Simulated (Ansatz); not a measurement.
# Quasi-harmonic thermodynamics of ZrC (Fm-3m), part 2 of 2

Wanted: α(T), C_P(T) and B(T) of ZrC in the quasi-harmonic approximation.

Ansatz 0.2.0; DFT PBE+D3(BJ), scalar-relativistic, plane waves, PAW.

So far. Step 2 (A first coarse run): The start is under -7.8 GPa at this level and looks like a metal on this mesh. Step 4 (Relaxing to small residual forces and stress): The residual pressure is -0.0024 GPa, small enough for phonons. The relaxed cell has a = 4.673 Å (conventional setting).

The database entry behind the starting cell differs from later determinations by our own check (an axis about 0.7 % long against later determinations), so it need not match the best structure at ambient conditions.

## (5) Phonons on strained cells

The study relaxes the crystal at several strains, solves the phonons on some of them and minimises the free energy at each temperature (static energy, vibrations, the electrons in a metal, and PV under a set pressure); the q-mesh sets how far the force constants reach.

input.yaml reads:

```yaml
crystal:
  lattice:
    - [0.0, 2.3363599845, 2.3363599845]
    - [2.3363599845, 0.0, 2.3363599845]
    - [2.3363599845, 2.3363599845, 0.0]
  atoms:
    - { symbol: Zr, position: [0.5, 0.5, 0.5] }
    - { symbol: C, position: [0.0, 0.0, 0.0] }
kpoints:
  mp_grid: { grid: [16, 16, 16] }
hamiltonian:
  xc: pbe
  dispersion: d3bj
scf:
  occupations: { method: methfessel_paxton, width: 0.15 }
output:
  eigenvalues: true
phonons:
  method: dfpt
  qmesh: [4, 4, 4]
  temperatures: { t_max: 1200.0, t_step: 50 }
  thermal_expansion: {}
```

The run is started by

```console
ansatz run input.yaml --threads 4 --pin off --max-ram 8192MiB --backend cpu --events-out ev --progress --plain --runs-dir out
```

Numbers of over 12 decimals in the logs are rounded to 6 here.

The log of the run:

```text
[...]
Crystal: 2 atoms, lattice volume = 25.506 Å³
Basis set: ecut = 487.2 eV, 609 PW (Γ), exchange–correlation on 48×48×48 points (8 copies of the dense FFT grid, shifted against one another)
Bands: 12, of which v1, the nominal top of the filled ones, is band 8 counted from 1 (7 counted from 0)
Symmetry: 48 space group operations
[...]
k-points: 145 of 4096
[...]
SCF iter   1: F=—  HF=-4437.303244 eV  |F-HF|=—  |Δ(HF+E_count)|=         —  Δρ=1.16e-3  dr2=2.43e-4  ethr=1.77e-3  ⟨swp⟩=5.0  Hψ=8703  notcnv=0
[...]
SCF iter   7: F=-4437.303048 eV  HF=-4437.303048 eV  |F-HF|=5.46e-12  |Δ(HF+E_count)|=  9.82e-11  S|Δr|=    0.00e0  Δρ=2.48e-7  dr2=8.81e-12  ethr=1.00e-12  ⟨swp⟩=5.9  Hψ=7341  notcnv=0
SCF 1 converged in 7 iterations: F = -4437.303048 eV  dr2 = 8.81e-12
[...]
relax step   1: F+E_penalty+E_count = -4437.30304760 eV  Δ(F+E_penalty+E_count) = +0.000e0 eV  max|allowed force component| = 1.854e-29 eV/Å  Δτ_max = 0.0000 Å  (7 SCF iters, accepted)
SCF converged after 7 iterations
[...]
Free energy (F): -4437.303048 eV
[...]
Internal energy: -4437.302659 eV  (E = F + TS)
E sigma→0 (E₀):  -4437.302951 eV
Entropy (-TS):   -0.000388 eV (-0.194 meV/atom)
Fermi energy:    15.153134 eV
[...]
--- Stress (GPa, compression-positive) ---
        0.004541       0.000000       0.000000
        0.000000       0.004541      -0.000000
       -0.000000       0.000000       0.004541
  P = ⅓ Tr σ = 0.0045 GPa (0.045 kbar)
--- Band table (eV; the first three rows and the last of 145) ---
  k-point 0: bands = [... 4 lower, 3.7956, 16.1042, 16.1042, 16.1042, 16.2665, 16.2665, 16.2665, 18.0297]
  k-point 1: bands = [... 4 lower, 3.8877, 15.3534, 15.5535, 15.5535, 16.4842, 16.4842, 16.8131, 18.5510]
  k-point 2: bands = [... 4 lower, 4.1542, 14.3928, 14.7612, 14.7612, 16.7787, 16.7787, 17.2478, 19.6043]
  k-point 144: bands = [... 4 lower, 5.6666, 12.4848, 12.8164, 12.8164, 18.5019, 18.5019, 20.9675, 22.3721]
── thermal expansion: 3 new cells, 3 in all ──
thermal expansion: variable-cell relaxation of cell 1
thermal expansion: relaxation of cell 1
thermal expansion: relaxation of cell 2
thermal expansion: relaxation of cell 3
── thermal expansion: 2 new cells, 5 in all ──
thermal expansion: relaxation of cell 4
thermal expansion: lower-state search of cell 4
thermal expansion: electrons of cell 4
thermal expansion: phonons of cell 4
thermal expansion: relaxation of cell 5
thermal expansion: electrons of cell 1
thermal expansion: electrons of cell 2
thermal expansion: electrons of cell 3
thermal expansion: electrons of cell 5
thermal expansion: phonons of cell 5
── thermal expansion: 5 new cells, 10 in all ──
thermal expansion: relaxation of cell 6
thermal expansion: relaxation of cell 7
thermal expansion: relaxation of cell 8
thermal expansion: relaxation of cell 9
thermal expansion: relaxation of cell 10
thermal expansion: electrons of cell 6
thermal expansion: electrons of cell 7
thermal expansion: electrons of cell 8
thermal expansion: electrons of cell 9
thermal expansion: electrons of cell 10
thermal expansion: phonons of cell 6
thermal expansion: phonons of cell 7
--- Relaxed structure (1 steps of the walk, 1 accepted, 0 SCFs on fresh bases) ---
  F+E_penalty+E_count = -4437.30304760 eV   max|allowed force component| = 1.854e-29 eV/Å
  atoms:
    - { symbol: Zr, position: [0.5, 0.5, 0.5] }
    - { symbol: C, position: [0.0, 0.0, 0.0] }
--- Thermal expansion: 10 cells in 3 rounds, 0 GPa ---
  no lower state was reached at cell 4; its state was not examined: fill_not_monotonic
  without vibrations: a 3.30413, b 3.30413, c 3.30413 Å, V 25.5068 Å³, B 232.25 GPa
  at 0 K: a 3.31039, b 3.31039, c 3.31039 Å, V 25.6521 Å³, B 228.22 GPa
  zero-point expansion: a +0.189, b +0.189, c +0.189, V +0.569 %
      T/K        a/Å        b/Å        c/Å       V/Å³ | expansion of a, b, c, V (1e-6/K)   | that of V in the mean from 25 °C | C_P, C_V (J/mol K of the cell) | B_T, B_S (GPa)
     0.00    3.31039    3.31039    3.31039    25.6521 |    0.00    0.00    0.00    0.00 |    9.14 |     0.000     0.000 |   228.22   228.22
   150.00    3.31106    3.31106    3.31106    25.6677 |    3.40    3.40    3.40   10.19 |   14.29 |    21.815    21.760 |   227.07   227.64
   298.15    3.31340    3.31340    3.31340    25.7222 |    5.78    5.78    5.78   17.34 |       - |    38.006    37.695 |   223.96   225.81
   400.00    3.31549    3.31549    3.31549    25.7709 |    6.54    6.54    6.54   19.61 |   18.60 |    43.006    42.478 |   221.49   224.25
   550.00    3.31892    3.31892    3.31892    25.8508 |    7.16    7.16    7.16   21.49 |   19.86 |    46.799    45.938 |   217.66   221.74
   700.00    3.32259    3.32259    3.32259    25.9367 |    7.56    7.56    7.56   22.69 |   20.76 |    48.858    47.655 |   213.69   219.09
   850.00    3.32644    3.32644    3.32644    26.0270 |    7.88    7.88    7.88   23.63 |   21.48 |    50.214    48.655 |   209.61   216.32
  1000.00    3.33044    3.33044    3.33044    26.1211 |    8.15    8.15    8.15   24.46 |   22.10 |    51.253    49.320 |   205.42   213.47
  1150.00    3.33459    3.33459    3.33459    26.2187 |    8.42    8.42    8.42   25.27 |   22.66 |    52.144    49.811 |   201.12   210.54
  1200.00    3.33600    3.33600    3.33600    26.2520 |    8.51    8.51    8.51   25.54 |   22.84 |    52.423    49.952 |   199.67   209.55
  the static fit leaves 0.000 meV an atom of the energies and, of the stresses, 0.000 GPa of each cell's largest along a strain (root mean squares over the cells), whose Pulay part it has at -0.013 GPa
  vibrations' free energy: its fit passes through its cells
  the electrons' free energy at temperature is in it; its fit leaves 0.0001 meV an atom at the most
  free energies summed between the sampled wave vectors
  estimated error of the fitted expansion in any direction: up to 0.017e-6/K, at 1200 K, with few degrees of freedom (an estimate, not a bound: it was exceeded on models of known expansion)
  the energies and the vibrations are of d3bj (s6 = 1.0, s8 = 0.7875, a1 = 0.4289, a2_bohr = 4.4407) at the weights and the pressure of the crystal at rest
  by sums over the sampled wave vectors an expansion of the volume parts by up to 0.08e-6/K
  by a static energy of one degree less an expansion of the volume parts by up to 0.02e-6/K
  the FFT grids of the static calculations differ: 24 × 24 × 24, 25 × 25 × 25
```

It took 24 min on 4 threads of Arm Neoverse V2, shared host; peak memory 3.7 GiB.

Numbers from this step:

| Quantity | Value |
| --- | --- |
| pressure | 0.004541 GPa |
| volume expansion coefficient at 298 K | 17.34 1e-6/K |
| C_P at 298 K | 19.00 J/mol-atom/K |
| entropy at 298 K | 16.77 J/mol-atom/K |
| isothermal bulk modulus at 298 K | 224.0 GPa |
| Grüneisen parameter at 298 K | 1.596 |
| volume at 298 K | 12.86 Å³/atom |
| principal linear expansion coefficients at 298 K | 5.781, 5.781, 5.781 1e-6/K |

Strained cells of the study; zero-point energy where phonons were solved; the pressures are stresses at a fixed cutoff and can carry an offset from the finite basis. Expansion cells, by row:

| cell | \|a\| (Å) | \|b\| (Å) | \|c\| (Å) | V (Å³/atom) | E - E_lowest (meV/atom) | pressure, compression positive (GPa) | gap (eV) | zero-point energy (meV/atom) |
| --- | --- | --- | --- | --- | --- | --- | --- | --- |
| 1 | 3.304 | 3.304 | 3.304 | 12.75 | 0 | -0.008 | - | - |
| 2 | 3.331 | 3.331 | 3.331 | 13.06 | 5.187 | -5.297 | - | - |
| 3 | 3.278 | 3.278 | 3.278 | 12.45 | 5.377 | 5.818 | - | - |
| 4 | 3.304 | 3.304 | 3.304 | 12.76 | 0 | -0.058 | - | 70.53 |
| 5 | 3.321 | 3.321 | 3.321 | 12.95 | 2.102 | -3.426 | - | 68.96 |
| 6 | 3.333 | 3.333 | 3.333 | 13.09 | 6.026 | -5.69 | - | 67.86 |
| 7 | 3.347 | 3.347 | 3.347 | 13.25 | 13.37 | -8.29 | - | 66.52 |
| 8 | 3.272 | 3.272 | 3.272 | 12.38 | 8.337 | 7.319 | - | - |
| 9 | 3.288 | 3.288 | 3.288 | 12.57 | 2.037 | 3.52 | - | - |
| 10 | 3.368 | 3.368 | 3.368 | 13.51 | 29.6 | -11.93 | - | - |

Quasi-harmonic; a, b, c are the run's own cell vectors. Expansion, by row:

| T (K) | a (Å) | b (Å) | c (Å) | alpha (deg) | beta (deg) | gamma (deg) | cell volume (Å³/cell) | alpha_a (1e-6/K) | alpha_b (1e-6/K) | alpha_c (1e-6/K) | alpha_V (1e-6/K) | C_P (J/mol-atom/K) | C_V (J/mol-atom/K) | S (J/mol-atom/K) | B_T (GPa) | B_S (GPa) | Grueneisen | extrapolation | fit error (1e-6/K) |
| --- | --- | --- | --- | --- | --- | --- | --- | --- | --- | --- | --- | --- | --- | --- | --- | --- | --- | --- | --- |
| 0 | 3.31 | 3.31 | 3.31 | 60 | 60 | 60 | 25.65 | 0 | 0 | 0 | 0 | 0 | 0 | 0 | 228.2 | 228.2 | - | 0 | 0 |
| 50 | 3.31 | 3.31 | 3.31 | 60 | 60 | 60 | 25.65 | 0.43 | 0.43 | 0.43 | 1.3 | 1.421 | 1.42 | 0.413 | 228.2 | 228.2 | 1.616 | 0 | 0 |
| 100 | 3.311 | 3.311 | 3.311 | 60 | 60 | 60 | 25.66 | 2.03 | 2.03 | 2.03 | 6.09 | 6.434 | 6.428 | 2.916 | 227.8 | 228 | 1.666 | 0 | 0 |
| 150 | 3.311 | 3.311 | 3.311 | 60 | 60 | 60 | 25.67 | 3.4 | 3.4 | 3.4 | 10.19 | 10.91 | 10.88 | 6.399 | 227.1 | 227.6 | 1.643 | 0 | 0 |
| 200 | 3.312 | 3.312 | 3.312 | 60 | 60 | 60 | 25.68 | 4.45 | 4.45 | 4.45 | 13.36 | 14.48 | 14.42 | 10.05 | 226.1 | 227.1 | 1.621 | 0 | 0 |
| 250 | 3.313 | 3.313 | 3.313 | 60 | 60 | 60 | 25.7 | 5.23 | 5.23 | 5.23 | 15.7 | 17.14 | 17.03 | 13.58 | 225.1 | 226.5 | 1.605 | 0 | 0 |
| 298.1 | 3.313 | 3.313 | 3.313 | 60 | 60 | 60 | 25.72 | 5.78 | 5.78 | 5.78 | 17.34 | 19 | 18.85 | 16.77 | 224 | 225.8 | 1.596 | 0 | 0 |
| 300 | 3.313 | 3.313 | 3.313 | 60 | 60 | 60 | 25.72 | 5.8 | 5.8 | 5.8 | 17.4 | 19.06 | 18.91 | 16.89 | 223.9 | 225.8 | 1.596 | 0 | 0 |
| 350 | 3.314 | 3.314 | 3.314 | 60 | 60 | 60 | 25.75 | 6.22 | 6.22 | 6.22 | 18.65 | 20.46 | 20.25 | 19.93 | 222.7 | 225 | 1.59 | 0 | 0 |
| 400 | 3.315 | 3.315 | 3.315 | 60 | 60 | 60 | 25.77 | 6.54 | 6.54 | 6.54 | 19.61 | 21.5 | 21.24 | 22.74 | 221.5 | 224.2 | 1.587 | 0 | 0.01 |
| 450 | 3.317 | 3.317 | 3.317 | 60 | 60 | 60 | 25.8 | 6.79 | 6.79 | 6.79 | 20.37 | 22.29 | 21.97 | 25.32 | 220.2 | 223.4 | 1.586 | 0 | 0.01 |
| 500 | 3.318 | 3.318 | 3.318 | 60 | 60 | 60 | 25.82 | 6.99 | 6.99 | 6.99 | 20.98 | 22.91 | 22.53 | 27.7 | 219 | 222.6 | 1.585 | 0 | 0.01 |
| 550 | 3.319 | 3.319 | 3.319 | 60 | 60 | 60 | 25.85 | 7.16 | 7.16 | 7.16 | 21.49 | 23.4 | 22.97 | 29.91 | 217.7 | 221.7 | 1.585 | 0 | 0.01 |
| 600 | 3.32 | 3.32 | 3.32 | 60 | 60 | 60 | 25.88 | 7.31 | 7.31 | 7.31 | 21.94 | 23.8 | 23.32 | 31.96 | 216.3 | 220.9 | 1.586 | 0 | 0.01 |
| 650 | 3.321 | 3.321 | 3.321 | 60 | 60 | 60 | 25.91 | 7.44 | 7.44 | 7.44 | 22.33 | 24.14 | 23.6 | 33.88 | 215 | 220 | 1.588 | 0 | 0.01 |
| 700 | 3.323 | 3.323 | 3.323 | 60 | 60 | 60 | 25.94 | 7.56 | 7.56 | 7.56 | 22.69 | 24.43 | 23.83 | 35.68 | 213.7 | 219.1 | 1.589 | 0 | 0.01 |
| 750 | 3.324 | 3.324 | 3.324 | 60 | 60 | 60 | 25.97 | 7.67 | 7.67 | 7.67 | 23.02 | 24.68 | 24.02 | 37.38 | 212.3 | 218.2 | 1.591 | 0 | 0.01 |
| 800 | 3.325 | 3.325 | 3.325 | 60 | 60 | 60 | 26 | 7.78 | 7.78 | 7.78 | 23.33 | 24.91 | 24.19 | 38.98 | 211 | 217.2 | 1.593 | 0 | 0.01 |
| 850 | 3.326 | 3.326 | 3.326 | 60 | 60 | 60 | 26.03 | 7.88 | 7.88 | 7.88 | 23.63 | 25.11 | 24.33 | 40.49 | 209.6 | 216.3 | 1.595 | 0 | 0 |
| 900 | 3.328 | 3.328 | 3.328 | 60 | 60 | 60 | 26.06 | 7.97 | 7.97 | 7.97 | 23.91 | 25.29 | 24.45 | 41.93 | 208.2 | 215.4 | 1.598 | 0 | 0 |
| 950 | 3.329 | 3.329 | 3.329 | 60 | 60 | 60 | 26.09 | 8.06 | 8.06 | 8.06 | 24.19 | 25.46 | 24.56 | 43.3 | 206.8 | 214.4 | 1.6 | 0 | 0 |
| 1000 | 3.33 | 3.33 | 3.33 | 60 | 60 | 60 | 26.12 | 8.15 | 8.15 | 8.15 | 24.46 | 25.63 | 24.66 | 44.61 | 205.4 | 213.5 | 1.603 | 0 | 0.01 |
| 1050 | 3.332 | 3.332 | 3.332 | 60 | 60 | 60 | 26.15 | 8.24 | 8.24 | 8.24 | 24.73 | 25.78 | 24.75 | 45.87 | 204 | 212.5 | 1.605 | 0 | 0.01 |
| 1100 | 3.333 | 3.333 | 3.333 | 60 | 60 | 60 | 26.19 | 8.33 | 8.33 | 8.33 | 25 | 25.93 | 24.83 | 47.07 | 202.6 | 211.5 | 1.608 | 0 | 0.01 |
| 1150 | 3.335 | 3.335 | 3.335 | 60 | 60 | 60 | 26.22 | 8.42 | 8.42 | 8.42 | 25.27 | 26.07 | 24.91 | 48.23 | 201.1 | 210.5 | 1.611 | 0 | 0.01 |
| 1200 | 3.336 | 3.336 | 3.336 | 60 | 60 | 60 | 26.25 | 8.51 | 8.51 | 8.51 | 25.54 | 26.21 | 24.98 | 49.34 | 199.7 | 209.6 | 1.614 | 0 | 0.02 |

Expansion coefficient against temperature; values in 1e-6/K:

| temperature (K) | volume | principal 1 |
| --- | --- | --- |
| 0 | 0 | 0 |
| 50 | 1.3 | 0.43 |
| 150 | 10.2 | 3.4 |
| 200 | 13.4 | 4.45 |
| 298 | 17.3 | 5.78 |
| 300 | 17.4 | 5.8 |
| 400 | 19.6 | 6.54 |
| 450 | 20.4 | 6.79 |
| 550 | 21.5 | 7.16 |
| 600 | 21.9 | 7.31 |
| 700 | 22.7 | 7.56 |
| 750 | 23.0 | 7.67 |
| 850 | 23.6 | 7.88 |
| 900 | 23.9 | 7.97 |
| 1000 | 24.5 | 8.15 |
| 1050 | 24.7 | 8.24 |
| 1150 | 25.3 | 8.42 |
| 1200 | 25.5 | 8.51 |

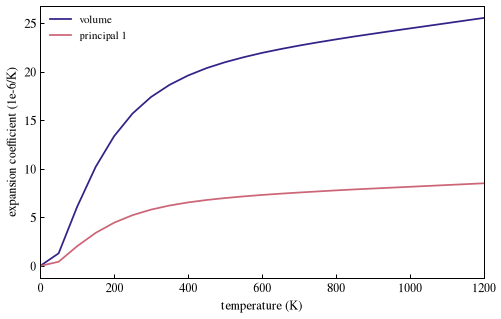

Expansion coefficient against temperature.

At 298 K the volume expansion is 17.3 × 10⁻⁶/K and B_T is 224 GPa. The program raised the cutoff to 487.2 eV by itself: with no cutoff typed, the study takes about 1.16 times the default for its relaxations and scales it with the volume for the phonons.

## (6) Outcome

```yaml
settings_of_these_figures: PBE+D3(BJ), 487.2 eV, k 16×16×16, q 4×4×4
volume_expansion_coefficient_at_298_k: 17.34 1e-6/K
c_p_at_298_k: 19.00 J/mol-atom/K
entropy_at_298_k: 16.77 J/mol-atom/K
isothermal_bulk_modulus_at_298_k: 224.0 GPa
grueneisen_parameter_at_298_k: 1.596
volume_at_298_k: 12.86 Å³/atom
principal_linear_expansion_coefficients_at_298_k: 5.781, 5.781, 5.781 1e-6/K
```

**Reading.** Near room temperature ZrC expands by 17.3 × 10⁻⁶/K in volume by PBE+D3(BJ), with C_P = 19.0 J/(mol K) per mole of atoms and B_T = 224 GPa. C_P at room temperature is 76 % of the classical 3R an atom, so the stiffest modes are still partly frozen out. In this metal the study includes the electrons' free energy, which adds a term that grows with temperature, so the heat capacities need not level off at 3R. The dispersion term is taken with its C6 weights frozen at the crystal at rest, in the force constants and, in the expansion study, in the energies too.

[Logs are printed without paths, hosts, clocks, repeated set-up lines and the standing remarks that a program may print on its own settings, such as how far it seeks lower states.]

[Hosts, paths, dates, database ids (printed as entryN), source tags and the programs' standing remarks are cut or masked in the printed files.]

[A step with changed settings may run another functional than the one named; its input shows which.]
